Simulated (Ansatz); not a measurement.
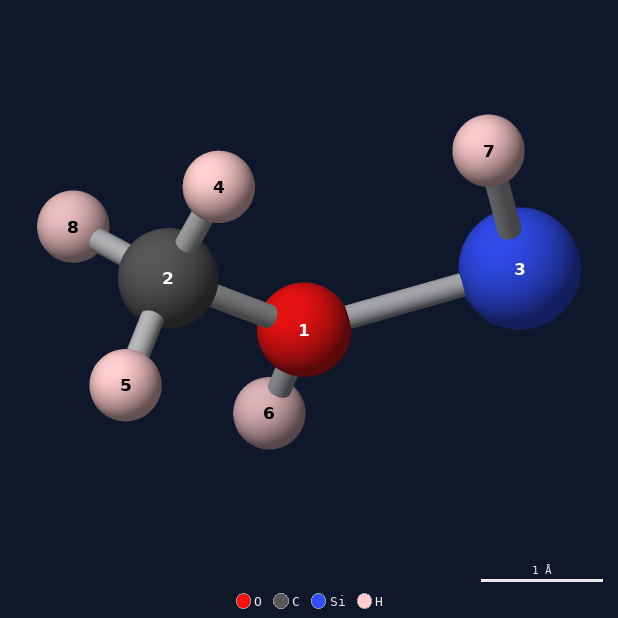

Charge +1, singlet. The computed structure is the end point of a PBE-D4/def2-SVP optimisation. No frequency run is at hand to confirm it as a minimum.

What are the angles C2–O1–Si3, C2–O1–H6, Si3–O1–H6, O1–C2–H4, O1–C2–H5, H4–C2–H5, H5–C2–H8, O1–Si3–H7?

```json
{"angle": "C2–O1–Si3", "degrees": "133.3"}
{"angle": "C2–O1–H6", "degrees": "111.1"}
{"angle": "Si3–O1–H6", "degrees": "115.6"}
{"angle": "O1–C2–H4", "degrees": "105.7"}
{"angle": "O1–C2–H5", "degrees": "107.9"}
{"angle": "H4–C2–H5", "degrees": "111.4"}
{"angle": "H5–C2–H8", "degrees": "112.2"}
{"angle": "O1–Si3–H7", "degrees": "88.0"}
```
